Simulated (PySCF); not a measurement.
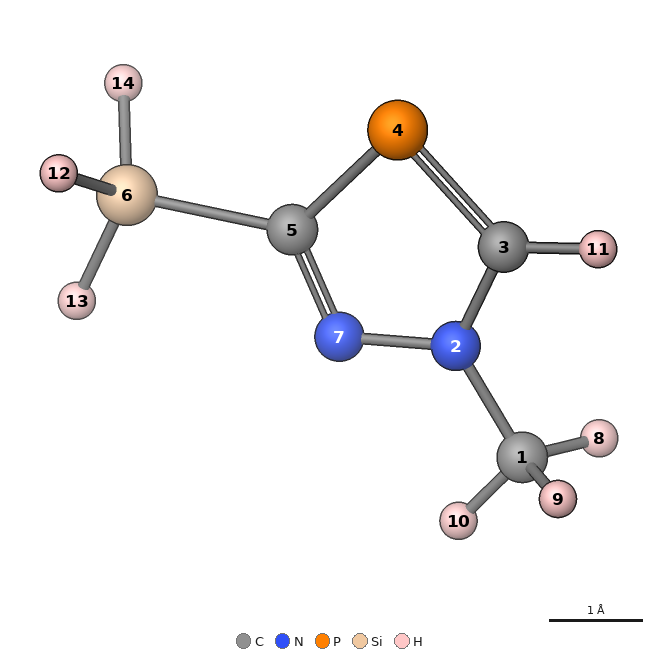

Orthographic view. Distant atoms are faded towards the background colour. The geometry was computed by an optimisation with GFN2-xTB. No frequency run is at hand to confirm it as a minimum.

Write a MOL file (V2000) with the atoms in numerical order, bonds sorted by atom number with the orders drawn, and coordinates in the frame of the picture: x right, y up, z towards the viewer, origin at the mean position.

```
C3H7N2PSi
                    3D

 14 14  0  0  0  0  0  0  0  0999 V2000
    1.7100   -1.7000   -0.1800 C   0  0  0  0  0  0  0  0  0  0  0  0
    0.9800   -0.4900    0.1100 N   0  0  0  0  0  0  0  0  0  0  0  0
    1.5000    0.5800    0.7400 C   0  0  0  0  0  0  0  0  0  0  0  0
    0.3500    1.8500    0.9100 P   0  0  0  0  0  0  0  0  0  0  0  0
   -0.7900    0.7700    0.0800 C   0  0  0  0  0  0  0  0  0  0  0  0
   -2.5800    1.1400   -0.3400 Si  0  0  0  0  0  4  0  0  0  0  0  0
   -0.2800   -0.3900   -0.2500 N   0  0  0  0  0  0  0  0  0  0  0  0
    2.5400   -1.5000   -0.8600 H   0  0  0  0  0  0  0  0  0  0  0  0
    2.0900   -2.1500    0.7300 H   0  0  0  0  0  0  0  0  0  0  0  0
    1.0100   -2.3900   -0.6700 H   0  0  0  0  0  0  0  0  0  0  0  0
    2.5300    0.5600    1.0600 H   0  0  0  0  0  0  0  0  0  0  0  0
   -3.3200    1.3800    0.9000 H   0  0  0  0  0  0  0  0  0  0  0  0
   -3.1300   -0.0000   -1.0600 H   0  0  0  0  0  0  0  0  0  0  0  0
   -2.6200    2.3600   -1.1600 H   0  0  0  0  0  0  0  0  0  0  0  0
  1  2  1  0
  1  8  1  0
  1  9  1  0
  1 10  1  0
  2  3  1  0
  2  7  1  0
  3  4  2  0
  3 11  1  0
  4  5  1  0
  5  6  1  0
  5  7  2  0
  6 12  1  0
  6 13  1  0
  6 14  1  0
M  END
```
